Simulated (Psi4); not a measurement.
# UMP2/cc-pVTZ (density fitting, density fitting for correlation, sweep point 3) run of NO2 (nitrogen dioxide)

What is the vertical ionisation energy of NO2 (nitrogen dioxide) at UMP2/cc-pVTZ (density fitting, density fitting for correlation, sweep point 3)? 

The calculation is run with Psi4 1.11.

4 further runs of the same task are left out: 4 set aside as unsound or not needed.

## 1. The system as given

The species is NO2 (3 atoms), meant as a doublet with charge 0. SMILES: `[O]N=O`. The coordinates come from a GFN2-xTB relaxation.

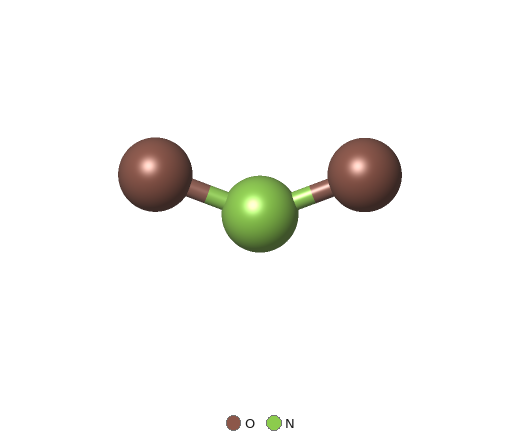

Viewed from a chosen angle; oxygen brown, nitrogen green.

## 2. A single-point energy at UMP2/cc-pVTZ (density fitting, density fitting for correlation, sweep point 3)

The input, job.inp:

```
memory 1600 MB

molecule {
  0 2
  O      0.38113886    -2.06433682    -0.00918407
  N     -0.46842531    -0.01585480    -0.25739960
  O      0.08726755     2.08019162     0.26658366
  units au
  symmetry c1
}

set {
  reference       uhf
  puream          true
  scf_type        df
  num_frozen_docc 3
  d_convergence   0.0001
  e_convergence   0.0001
  maxiter         150
}

energy('mp2/cc-pVTZ')
print_variables()
```

The run is started by

```bash
$ psi4 -i job.inp -o job.out -n 1
```

job.out:

```text
[...]
  Running in c1 symmetry.
[...]
  Nuclear repulsion =   65.567001279351032
[...]
  Multiplicity = 2
[...]
  Nalpha       = 12
  Nbeta        = 11
[...]
    Number of basis functions: 90
[...]
   @DF-UHF iter   1:  -204.01289991252301   -4.55087e-01   5.79881e-03 DIIS/ADIIS
[...]
   @DF-UHF iter   6:  -204.11275017642367   -2.79216e-05   1.94344e-05 DIIS
[...]
   @S^2 Observed:                7.681109434E-01
[...]
    Orbital Energies [Eh]
    ---------------------
    Alpha Occupied:
       1A    -20.684295     2A    -20.684157     3A    -15.874264
       4A     -1.687086     5A     -1.510418     6A     -0.965550
       7A     -0.841090     8A     -0.806824     9A     -0.771697
      10A     -0.600666    11A     -0.530866    12A     -0.488215
    Alpha Virtual:
      13A      0.087883    14A      0.368738    15A      0.432823
      16A      0.543170    17A      0.566157    18A      0.588218
      19A      0.672656    20A      0.727536    21A      0.776769
      22A      0.803221    23A      0.828106    24A      0.848109
      25A      0.854252    26A      1.113077    27A      1.113308
[...]
  @DF-UHF Final Energy:  -204.11275017642367
   => Energetics <=
    Nuclear Repulsion Energy =             65.5670012793510324
    One-Electron Energy =                -409.4677238909788457
    Two-Electron Energy =                 139.7879724352041535
    Total Energy =                       -204.1127501764236740
  UHF NO Occupations:
  HONO-2 :   10  A 1.9970672
  HONO-1 :   11  A 1.9949968
[...]
 Multipole Moments:
 ------------------------------------------------------------------------------------
     Multipole            Electronic (a.u.)      Nuclear  (a.u.)        Total (a.u.)
 ------------------------------------------------------------------------------------
 L = 1.  Multiply by 2.5417464519 to convert [e a0] to [Debye]
 Dipole X            :         -0.2434779            0.0020984           -0.2413795
 Dipole Y            :         -0.0060213            0.0000625           -0.0059588
 Dipole Z            :          0.0000000           -0.0000000            0.0000000
 Magnitude           :                                                    0.2414531
[...]
```

Wall time 1.9 s (1 thread of Intel Xeon 6975P-C (Granite Rapids), shared host); peak memory 0.21 GiB.

## 3. The singlet cation, same level

The input, job.in:

```
memory 1600 mb

molecule {
  1 1
  O      0.38113886    -2.06433682    -0.00918407
  N     -0.46842531    -0.01585480    -0.25739960
  O      0.08726755     2.08019162     0.26658366
  units bohr
  symmetry c1
}

set {
  puream          true
  scf_type        df
  num_frozen_docc 3
  d_convergence   0.0001
  e_convergence   0.0001
}

energy('mp2/cc-pVTZ')
```

The run is started by

```bash
$ psi4 job.in job.out -n 1
```

job.out:

```text
[...]
  Running in c1 symmetry.
[...]
  Nuclear repulsion =   65.567001279351032
[...]
  Multiplicity = 1
[...]
  Nalpha       = 11
  Nbeta        = 11
[...]
    Number of basis functions: 90
[...]
   @DF-RHF iter   1:  -203.46851195343680    8.93006e-02   7.85236e-03 ADIIS/DIIS
[...]
   @DF-RHF iter   6:  -203.67793738422412   -7.60807e-05   2.10839e-05 DIIS
[...]
    Orbital Energies [Eh]
    ---------------------
    Doubly Occupied:
       1A    -21.113334     2A    -21.112006     3A    -16.312712
       4A     -2.058731     5A     -1.883637     6A     -1.281834
       7A     -1.153316     8A     -1.150966     9A     -1.147807
      10A     -0.906602    11A     -0.892689
[...]
  @DF-RHF Final Energy:  -203.67793738422412
   => Energetics <=
    Nuclear Repulsion Energy =             65.5670012793510324
    One-Electron Energy =                -400.4641126494859691
    Two-Electron Energy =                 131.2191739859108282
    Total Energy =                       -203.6779373842241228
[...]
 Multipole Moments:
 ------------------------------------------------------------------------------------
     Multipole            Electronic (a.u.)      Nuclear  (a.u.)        Total (a.u.)
 ------------------------------------------------------------------------------------
 L = 1.  Multiply by 2.5417464519 to convert [e a0] to [Debye]
 Dipole X            :         -0.3060523            0.0020984           -0.3039539
 Dipole Y            :         -0.0053174            0.0000625           -0.0052549
 Dipole Z            :          0.0000000           -0.0000000            0.0000000
 Magnitude           :                                                    0.3039993
[...]
```

Wall time 1.8 s (1 thread of Intel Xeon 6975P-C (Granite Rapids), shared host); peak memory 0.22 GiB.

## 4. Results

Level: UMP2/cc-pVTZ (density fitting, density fitting for correlation, sweep point 3), 3 core orbitals frozen.

| quantity | value |
| --- | --- |
| doublet NO2: total energy | -204.77758 Eh |
| doublet NO2: HOMO energy (Hartree–Fock orbitals) (highest over α and β) | -13.29 eV |
| doublet NO2: LUMO energy (Hartree–Fock orbitals) (lowest over α and β) | 1.54 eV |
| doublet NO2: correlation energy (3 core orbitals frozen) | -664.8 mEh |
| doublet NO2: ⟨S²⟩ of the reference determinant | 0.768 |
| singlet cation: total energy | -204.40789 Eh |
| singlet cation: HOMO energy (Hartree–Fock orbitals) | -24.29 eV |
| singlet cation: LUMO energy (Hartree–Fock orbitals) | -10.36 eV |
| singlet cation: HOMO–LUMO gap (Hartree–Fock orbitals) | 13.93 eV |
| singlet cation: correlation energy (3 core orbitals frozen) | -729.9 mEh |
| vertical ionisation energy (to the singlet cation) | 10.060 eV |

What this shows: Removing an electron at fixed nuclei costs 10.06 eV (232 kcal/mol). Only the singlet of the ionised species was computed; a triplet could lie lower.
